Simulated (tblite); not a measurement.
## Geometry relaxation, with input and output: C2H10BNSi2 (part 3 of 4)

C2H10BNSi2; GFN2-xTB geometry optimisation, gas phase (tblite 0.8.0). It belongs to a series of runs on one base structure; here: constitutional isomer.

Geometry of the input (Å):
```
B  -1.8440  1.4285  -0.5922
N  -0.7540  0.3888  -0.6867
Si -1.4783  -1.2201  -0.3395
Si 0.4403  0.7420  0.6117
C  1.8958  -0.3948  0.4690
C  2.6256  -0.4169  -0.6537
H  -2.0796  2.1209  -1.5285
H  -2.4802  1.5766  0.4033
H  -2.5022  -1.5146  -1.3599
H  -2.1185  -1.2216  0.9933
H  -0.4541  -2.2605  -0.3978
H  -0.1819  0.5543  1.9453
H  0.9047  2.1247  0.5049
H  2.1522  -1.0484  1.2870
H  2.3899  0.2366  -1.4903
H  3.4769  -1.0866  -0.7143
```

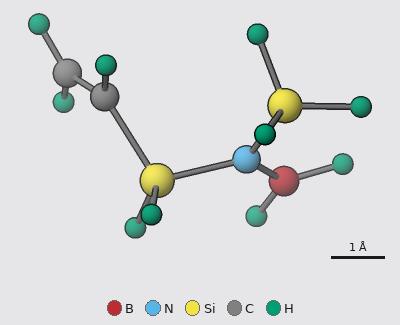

*The geometry at step 142 of the log (ball-and-stick view, seen at a tilt).*

Trajectory as extended XYZ, continued
```
16
Properties=species:S:1:pos:R:3:forces:R:3 step=104 energy=-463.26862
B    -1.8520    1.4479   -0.5878    0.0130   0.0110   0.0060
N    -1.0181    0.4078   -0.1395   -0.0160   0.0030   0.0070
Si   -1.4693   -1.2734   -0.3904   -0.0110  -0.0050  -0.0150
Si    0.4070    0.7733    0.8349    0.0240   0.0120  -0.0320
C     1.8089   -0.4348    0.4707    0.0000  -0.0050  -0.0050
C     2.5710   -0.3877   -0.6111   -0.0040   0.0000   0.0050
H    -2.8234    1.1957   -1.1928   -0.0010   0.0020  -0.0060
H    -1.5701    2.5615   -0.3511   -0.0070  -0.0140  -0.0130
H    -2.3245   -1.3575   -1.5711    0.0070   0.0030   0.0000
H    -2.1812   -1.7543    0.7997    0.0170   0.0090   0.0140
H    -0.2341   -2.0305   -0.5962    0.0020  -0.0090  -0.0010
H     0.0257    0.6550    2.2480   -0.0110  -0.0040   0.0440
H     0.8415    2.1289    0.4929   -0.0120  -0.0130   0.0090
H     2.0195   -1.1973    1.2114   -0.0020   0.0080  -0.0090
H     2.4069    0.3513   -1.3795    0.0280  -0.0010   0.0010
H     3.3847   -1.0770   -0.7866   -0.0260   0.0040  -0.0050
16
Properties=species:S:1:pos:R:3:forces:R:3 step=109 energy=-463.27053
B    -1.8338    1.4490   -0.6290    0.0110  -0.0070  -0.0200
N    -1.0326    0.4042   -0.1354    0.0140  -0.0010  -0.0080
Si   -1.4960   -1.2764   -0.3633    0.0070   0.0000   0.0220
Si    0.3967    0.7474    0.8433   -0.0090   0.0020   0.0120
C     1.8037   -0.4494    0.4589   -0.0310  -0.0030   0.0070
C     2.5906   -0.3475   -0.6006    0.0210   0.0010  -0.0270
H    -2.8030    1.2033   -1.2419    0.0130  -0.0090   0.0120
H    -1.5258    2.5620   -0.4325    0.0060   0.0160   0.0140
H    -2.4076   -1.3652   -1.4998    0.0130  -0.0050   0.0040
H    -2.1429   -1.7472    0.8671    0.0030  -0.0040   0.0080
H    -0.2640   -2.0268   -0.6149   -0.0150  -0.0200  -0.0210
H     0.0106    0.6067    2.2568    0.0090   0.0080  -0.0270
H     0.8444    2.0982    0.5086   -0.0250   0.0350   0.0240
H     1.9957   -1.2518    1.1614   -0.0220   0.0010  -0.0070
H     2.4544    0.4352   -1.3302    0.0030  -0.0020   0.0050
H     3.4021   -1.0328   -0.7970    0.0010  -0.0100   0.0020
16
Properties=species:S:1:pos:R:3:forces:R:3 step=114 energy=-463.27471
B    -1.7655    1.4443   -0.7401   -0.0240  -0.0330   0.0720
N    -1.0395    0.3908   -0.1575   -0.0100   0.0120   0.0150
Si   -1.5615   -1.2824   -0.2869    0.0640  -0.0240  -0.0070
Si    0.3775    0.6960    0.8486    0.0280   0.0280  -0.0090
C     1.7876   -0.4800    0.4152    0.0360   0.0220   0.0370
C     2.6430   -0.2546   -0.5710   -0.0320   0.0100  -0.0040
H    -2.7397    1.2062   -1.3449   -0.0050   0.0010  -0.0470
H    -1.4145    2.5535   -0.5953    0.0320  -0.0210  -0.0110
H    -2.5956   -1.3820   -1.3094   -0.0400   0.0070   0.0150
H    -2.0507   -1.7111    1.0312    0.0120   0.0120  -0.0510
H    -0.3864   -2.0644   -0.6869   -0.0190  -0.0100   0.0200
H    -0.0261    0.4979    2.2482    0.0050  -0.0010   0.0040
H     0.8196    2.0610    0.5757   -0.0190   0.0450   0.0300
H     1.9289   -1.3650    1.0273   -0.0540   0.0190  -0.0790
H     2.5648    0.6279   -1.1892    0.0040  -0.0720   0.0070
H     3.4505   -0.9293   -0.8135    0.0220   0.0060   0.0090
16
Properties=species:S:1:pos:R:3:forces:R:3 step=118 energy=-463.27939
B    -1.7508    1.4394   -0.7598   -0.0260  -0.0050   0.0150
N    -1.0402    0.3936   -0.1474    0.0080  -0.0550   0.0060
Si   -1.5558   -1.2845   -0.2666   -0.0200   0.0260  -0.0450
Si    0.3764    0.7018    0.8595   -0.0260   0.0220   0.0340
C     1.7737   -0.4798    0.4049    0.0900   0.0290  -0.1150
C     2.6437   -0.2410   -0.5674   -0.1020   0.0240   0.0800
H    -2.7115    1.1962   -1.3854    0.0010   0.0000  -0.0190
H    -1.3933    2.5499   -0.6351    0.0210  -0.0390   0.0060
H    -2.6202   -1.3853   -1.2625    0.0040   0.0130   0.0670
H    -2.0063   -1.7094    1.0665    0.0120   0.0070  -0.0570
H    -0.4004   -2.0742   -0.7041    0.0050   0.0010   0.0220
H    -0.0292    0.4823    2.2577    0.0240   0.0100  -0.0270
H     0.8013    2.0758    0.6058    0.0000   0.0220   0.0280
H     1.8730   -1.4004    0.9678   -0.0180   0.0020  -0.0140
H     2.5962    0.6675   -1.1477    0.0040  -0.0210  -0.0050
H     3.4359   -0.9231   -0.8346    0.0230  -0.0370   0.0240
16
Properties=species:S:1:pos:R:3:forces:R:3 step=123 energy=-463.28296
B    -1.7370    1.4328   -0.7815    0.0240  -0.0460   0.0000
N    -1.0407    0.3881   -0.1489   -0.0080   0.0350  -0.0230
Si   -1.5659   -1.2851   -0.2518    0.0040  -0.0210  -0.0050
Si    0.3724    0.7010    0.8615    0.0030  -0.0200  -0.0190
C     1.7699   -0.4752    0.3847   -0.0130   0.0290  -0.0170
C     2.6612   -0.2232   -0.5621   -0.0030   0.0020   0.0080
H    -2.6950    1.1953   -1.4122   -0.0130  -0.0140  -0.0130
H    -1.3582    2.5370   -0.6781    0.0100   0.0000   0.0150
H    -2.6685   -1.3805   -1.2001   -0.0360   0.0100   0.0080
H    -1.9755   -1.6974    1.0963    0.0060  -0.0150  -0.0190
H    -0.4362   -2.0946   -0.7225   -0.0010   0.0260   0.0190
H    -0.0311    0.4504    2.2520    0.0120   0.0010   0.0280
H     0.7667    2.0901    0.6449    0.0280   0.0020   0.0110
H     1.8407   -1.4167    0.9175   -0.0060   0.0120  -0.0070
H     2.6421    0.7013   -1.1172    0.0100  -0.0060  -0.0070
H     3.4476   -0.9142   -0.8312   -0.0170   0.0050   0.0210
16
Properties=species:S:1:pos:R:3:forces:R:3 step=128 energy=-463.28674
B    -1.6964    1.4121   -0.8398   -0.0420   0.0110  -0.0130
N    -1.0512    0.3773   -0.1435   -0.0020  -0.0330  -0.0110
Si   -1.6110   -1.2883   -0.2168   -0.0210   0.0050  -0.0060
Si    0.3630    0.6855    0.8671   -0.0020   0.0220   0.0210
C     1.7598   -0.4676    0.3467   -0.0070  -0.0160   0.0130
C     2.6943   -0.1676   -0.5418    0.0290  -0.0150  -0.0290
H    -2.6448    1.1782   -1.4878    0.0030  -0.0190  -0.0060
H    -1.2932    2.5100   -0.7670    0.0200   0.0030   0.0120
H    -2.7960   -1.3675   -1.0649    0.0180   0.0260   0.0080
H    -1.9287   -1.7069    1.1514    0.0050  -0.0030   0.0350
H    -0.5318   -2.1176   -0.7624    0.0130   0.0200  -0.0140
H    -0.0125    0.3976    2.2607   -0.0130   0.0030  -0.0220
H     0.7502    2.0845    0.6951   -0.0020  -0.0270  -0.0020
H     1.7959   -1.4482    0.8094   -0.0050   0.0250  -0.0020
H     2.7194    0.7903   -1.0392    0.0070  -0.0420   0.0360
H     3.4754   -0.8629   -0.8158   -0.0010   0.0380  -0.0220
16
Properties=species:S:1:pos:R:3:forces:R:3 step=133 energy=-463.28901
B    -1.6672    1.3929   -0.8848    0.0110  -0.0210   0.0310
N    -1.0545    0.3699   -0.1422   -0.0200   0.0170   0.0060
Si   -1.6352   -1.2879   -0.1850    0.0020  -0.0130   0.0190
Si    0.3552    0.6770    0.8752    0.0010  -0.0250  -0.0180
C     1.7468   -0.4663    0.3197    0.0420  -0.0040  -0.0050
C     2.7100   -0.1364   -0.5280   -0.0230   0.0090   0.0340
H    -2.6008    1.1465   -1.5488   -0.0040   0.0180  -0.0110
H    -1.2430    2.4838   -0.8281   -0.0130   0.0090  -0.0160
H    -2.8699   -1.3430   -0.9610    0.0230   0.0000   0.0070
H    -1.8784   -1.7027    1.2022    0.0130   0.0010  -0.0180
H    -0.5862   -2.1147   -0.7934   -0.0300   0.0000  -0.0040
H    -0.0164    0.3604    2.2622   -0.0180   0.0020  -0.0080
H     0.7312    2.0790    0.7296    0.0090   0.0210  -0.0070
H     1.7447   -1.4735    0.7227    0.0110   0.0100  -0.0170
H     2.7738    0.8512   -0.9572   -0.0140  -0.0100   0.0130
H     3.4822   -0.8273   -0.8318    0.0100  -0.0140  -0.0060
16
Properties=species:S:1:pos:R:3:forces:R:3 step=137 energy=-463.29008
B    -1.6300    1.3645   -0.9432    0.0290  -0.0170  -0.0070
N    -1.0686    0.3554   -0.1419   -0.0240   0.0100  -0.0090
Si   -1.6985   -1.2871   -0.1385    0.0280   0.0070  -0.0470
Si    0.3489    0.6508    0.8703    0.0340   0.0390  -0.0170
C     1.7570   -0.4618    0.2889    0.0680   0.0040  -0.0670
C     2.7551   -0.0799   -0.4965   -0.0460   0.0390   0.0540
H    -2.5514    1.1246   -1.6290    0.0080  -0.0070   0.0360
H    -1.1705    2.4436   -0.9293   -0.0070  -0.0130   0.0070
H    -2.9988   -1.3088   -0.8062    0.0560   0.0110   0.0350
H    -1.8283   -1.6970    1.2652    0.0070  -0.0020  -0.0350
H    -0.7294   -2.1378   -0.8465   -0.0550   0.0180   0.0400
H    -0.0213    0.2949    2.2473   -0.0140   0.0050   0.0090
H     0.7182    2.0626    0.7657   -0.0270  -0.0520  -0.0100
H     1.7320   -1.4982    0.6127   -0.0060   0.0420  -0.0350
H     2.8476    0.9414   -0.8411   -0.0280  -0.1210   0.0270
H     3.5303   -0.7582   -0.8264   -0.0230   0.0380   0.0190
16
Properties=species:S:1:pos:R:3:forces:R:3 step=142 energy=-463.29189
B    -1.6103    1.3489   -0.9673    0.0090   0.0010   0.0090
N    -1.0681    0.3519   -0.1394   -0.0010  -0.0020  -0.0180
Si   -1.7124   -1.2829   -0.1233   -0.0180  -0.0020   0.0060
Si    0.3500    0.6470    0.8705   -0.0190  -0.0130   0.0160
C     1.7551   -0.4577    0.2708   -0.0010   0.0030  -0.0010
C     2.7698   -0.0604   -0.4820   -0.0140   0.0060   0.0030
H    -2.5280    1.1007   -1.6545    0.0070   0.0100   0.0200
H    -1.1430    2.4242   -0.9637   -0.0080  -0.0040  -0.0100
H    -3.0359   -1.2852   -0.7376    0.0040   0.0130   0.0020
H    -1.8034   -1.6999    1.2804    0.0200  -0.0020  -0.0190
H    -0.7911   -2.1464   -0.8698    0.0080  -0.0140   0.0090
H    -0.0226    0.2798    2.2446    0.0030   0.0010   0.0000
H     0.7030    2.0599    0.7823    0.0050   0.0170  -0.0210
H     1.7123   -1.5030    0.5576    0.0000   0.0000  -0.0120
H     2.8740    0.9665   -0.7961   -0.0050  -0.0220   0.0120
H     3.5428   -0.7347   -0.8209    0.0100   0.0080   0.0040
16
Properties=species:S:1:pos:R:3:forces:R:3 step=147 energy=-463.29261
B    -1.5767    1.3212   -1.0087   -0.0090   0.0130  -0.0120
N    -1.0706    0.3395   -0.1418    0.0050  -0.0180   0.0050
Si   -1.7534   -1.2788   -0.0952   -0.0060  -0.0100  -0.0070
Si    0.3462    0.6324    0.8697   -0.0030   0.0180  -0.0050
C     1.7565   -0.4508    0.2442   -0.0070  -0.0320   0.0050
C     2.7968   -0.0216   -0.4538   -0.0020   0.0110  -0.0050
H    -2.4866    1.0679   -1.7041   -0.0030   0.0170   0.0120
H    -1.0899    2.3878   -1.0301   -0.0040  -0.0110  -0.0090
H    -3.1177   -1.2380   -0.6131    0.0150   0.0070   0.0020
H    -1.7555   -1.7061    1.3075    0.0090  -0.0030  -0.0110
H    -0.9066   -2.1631   -0.9050   -0.0040  -0.0010   0.0090
H    -0.0257    0.2438    2.2374    0.0120   0.0050   0.0070
H     0.6879    2.0506    0.7958   -0.0020  -0.0110  -0.0060
H     1.6947   -1.5126    0.4617   -0.0070   0.0240  -0.0010
H     2.9202    1.0203   -0.7044   -0.0010  -0.0140   0.0180
H     3.5730   -0.6836   -0.8088    0.0080   0.0050  -0.0030
16
Properties=species:S:1:pos:R:3:forces:R:3 step=152 energy=-463.29308
B    -1.5711    1.3179   -1.0169   -0.0020  -0.0020   0.0050
N    -1.0697    0.3378   -0.1444   -0.0010  -0.0020  -0.0030
Si   -1.7549   -1.2794   -0.0921    0.0120  -0.0020  -0.0020
Si    0.3443    0.6319    0.8704    0.0010   0.0030  -0.0010
C     1.7510   -0.4522    0.2390   -0.0020  -0.0010  -0.0020
C     2.7965   -0.0166   -0.4472    0.0030  -0.0050   0.0070
H    -2.4841    1.0675   -1.7088   -0.0080   0.0060   0.0050
H    -1.0788    2.3818   -1.0464    0.0000  -0.0130  -0.0010
H    -3.1247   -1.2282   -0.5902   -0.0060   0.0000  -0.0040
H    -1.7307   -1.7102    1.3083   -0.0080  -0.0040   0.0110
H    -0.9242   -2.1737   -0.9071    0.0000   0.0090  -0.0110
H    -0.0256    0.2443    2.2395    0.0100   0.0080  -0.0070
H     0.6871    2.0491    0.7966   -0.0010   0.0020  -0.0060
H     1.6795   -1.5160    0.4377   -0.0030  -0.0080   0.0020
H     2.9253    1.0290   -0.6753    0.0060   0.0100   0.0040
H     3.5724   -0.6740   -0.8116   -0.0010  -0.0010   0.0020
16
Properties=species:S:1:pos:R:3:forces:R:3 step=156 energy=-463.29337
B    -1.5768    1.3205   -1.0116   -0.0090  -0.0070   0.0030
N    -1.0698    0.3380   -0.1447    0.0000   0.0030   0.0050
Si   -1.7514   -1.2810   -0.0956   -0.0050  -0.0050   0.0050
Si    0.3452    0.6346    0.8683    0.0160  -0.0090  -0.0170
C     1.7519   -0.4533    0.2422    0.0120  -0.0020  -0.0030
C     2.7969   -0.0208   -0.4472   -0.0110   0.0020   0.0130
H    -2.4981    1.0750   -1.6942   -0.0050  -0.0020   0.0040
H    -1.0822    2.3829   -1.0471    0.0050  -0.0080   0.0070
H    -3.1182   -1.2295   -0.6040    0.0030  -0.0050   0.0010
H    -1.7403   -1.7163    1.3050    0.0020   0.0090  -0.0120
H    -0.9146   -2.1719   -0.9086   -0.0010   0.0120  -0.0020
H    -0.0160    0.2488    2.2395   -0.0070   0.0080   0.0030
H     0.6862    2.0520    0.7886    0.0010  -0.0010  -0.0040
H     1.6818   -1.5160    0.4505   -0.0020   0.0110  -0.0120
H     2.9243    1.0244   -0.6800    0.0030  -0.0030   0.0010
H     3.5735   -0.6785   -0.8097   -0.0030  -0.0030   0.0090
16
Properties=species:S:1:pos:R:3:forces:R:3 step=161 energy=-463.29385
B    -1.5653    1.3016   -1.0332    0.0060   0.0040   0.0010
N    -1.0740    0.3283   -0.1471   -0.0030   0.0080  -0.0010
Si   -1.7791   -1.2792   -0.0801   -0.0060   0.0020   0.0010
Si    0.3458    0.6238    0.8585   -0.0060   0.0100   0.0060
C     1.7559   -0.4523    0.2234    0.0030  -0.0010  -0.0040
C     2.8197    0.0016   -0.4215    0.0020   0.0040   0.0010
H    -2.4986    1.0635   -1.7020    0.0000  -0.0040   0.0030
H    -1.0417    2.3487   -1.0987   -0.0090  -0.0030   0.0060
H    -3.1658   -1.1968   -0.5266   -0.0040  -0.0120   0.0020
H    -1.7118   -1.7252    1.3148    0.0000   0.0010  -0.0070
H    -0.9936   -2.1728   -0.9394    0.0010  -0.0010   0.0000
H    -0.0121    0.2369    2.2310    0.0010   0.0040  -0.0090
H     0.6799    2.0434    0.7847    0.0030  -0.0020  -0.0040
H     1.6746   -1.5216    0.3879    0.0020   0.0050  -0.0010
H     2.9541    1.0541   -0.6146    0.0110  -0.0090   0.0110
H     3.6044   -0.6451   -0.7856    0.0010  -0.0060  -0.0050
16
Properties=species:S:1:pos:R:3:forces:R:3 step=166 energy=-463.29415
B    -1.5684    1.3008   -1.0326   -0.0130   0.0200   0.0010
N    -1.0785    0.3316   -0.1422    0.0080  -0.0170  -0.0030
Si   -1.7783   -1.2787   -0.0789    0.0100  -0.0040  -0.0110
Si    0.3452    0.6301    0.8572    0.0050  -0.0140   0.0030
C     1.7516   -0.4498    0.2188    0.0100  -0.0010   0.0000
C     2.8224   -0.0019   -0.4189   -0.0010   0.0020   0.0060
H    -2.5061    1.0641   -1.6956    0.0030  -0.0060   0.0000
H    -1.0411    2.3453   -1.1036   -0.0080   0.0090   0.0000
H    -3.1661   -1.2035   -0.5243    0.0030  -0.0070   0.0080
H    -1.7023   -1.7314    1.3129   -0.0050   0.0040   0.0010
H    -0.9893   -2.1657   -0.9433   -0.0090   0.0050   0.0030
H    -0.0062    0.2418    2.2304   -0.0060   0.0040   0.0030
H     0.6771    2.0497    0.7835    0.0050   0.0050  -0.0080
H     1.6610   -1.5197    0.3761   -0.0050   0.0090  -0.0100
H     2.9706    1.0506   -0.6007    0.0040  -0.0050   0.0020
H     3.6007   -0.6543   -0.7873   -0.0010  -0.0030   0.0050
16
Properties=species:S:1:pos:R:3:forces:R:3 step=170 energy=-463.29470
B    -1.5668    1.2912   -1.0391    0.0030   0.0070  -0.0060
N    -1.0800    0.3286   -0.1402    0.0030  -0.0110   0.0030
Si   -1.7840   -1.2798   -0.0713    0.0010   0.0000  -0.0050
Si    0.3457    0.6351    0.8543    0.0010   0.0150  -0.0080
C     1.7434   -0.4454    0.2018    0.0120   0.0100   0.0020
C     2.8346    0.0050   -0.3982   -0.0040  -0.0200  -0.0020
H    -2.5059    1.0492   -1.6969   -0.0150   0.0030  -0.0140
H    -1.0303    2.3295   -1.1263   -0.0180   0.0170   0.0040
H    -3.1850   -1.2047   -0.4754    0.0100   0.0070   0.0140
H    -1.6673   -1.7405    1.3148   -0.0040  -0.0020   0.0000
H    -1.0278   -2.1619   -0.9689    0.0030   0.0000   0.0050
H    -0.0045    0.2567    2.2302   -0.0010  -0.0020   0.0050
H     0.6852    2.0537    0.7722   -0.0110  -0.0120  -0.0040
H     1.6243   -1.5177    0.3105    0.0060  -0.0200  -0.0030
H     3.0073    1.0604   -0.5346    0.0120  -0.0020   0.0050
H     3.6033   -0.6505   -0.7812    0.0040   0.0090   0.0050
16
Properties=species:S:1:pos:R:3:forces:R:3 step=175 energy=-463.29554
B    -1.5713    1.2852   -1.0444   -0.0200   0.0260  -0.0040
N    -1.0795    0.3252   -0.1451   -0.0030   0.0060  -0.0080
Si   -1.7899   -1.2799   -0.0683    0.0050   0.0040   0.0130
Si    0.3482    0.6383    0.8445    0.0020  -0.0140   0.0010
C     1.7459   -0.4439    0.1920   -0.0010  -0.0200  -0.0090
C     2.8527    0.0045   -0.3807   -0.0020   0.0080   0.0120
H    -2.5188    1.0459   -1.6917   -0.0080  -0.0140  -0.0140
H    -1.0392    2.3253   -1.1406   -0.0030   0.0020   0.0120
H    -3.2010   -1.1982   -0.4323    0.0010   0.0100  -0.0060
H    -1.6502   -1.7482    1.3129    0.0110  -0.0040   0.0060
H    -1.0558   -2.1587   -0.9863    0.0010  -0.0070   0.0000
H    -0.0007    0.2652    2.2229    0.0060   0.0000  -0.0050
H     0.6784    2.0577    0.7538    0.0030  -0.0010  -0.0010
H     1.6092   -1.5182    0.2688    0.0030   0.0210  -0.0070
H     3.0480    1.0602   -0.4820   -0.0060  -0.0090  -0.0020
H     3.6164   -0.6514   -0.7719    0.0100  -0.0090   0.0110
```
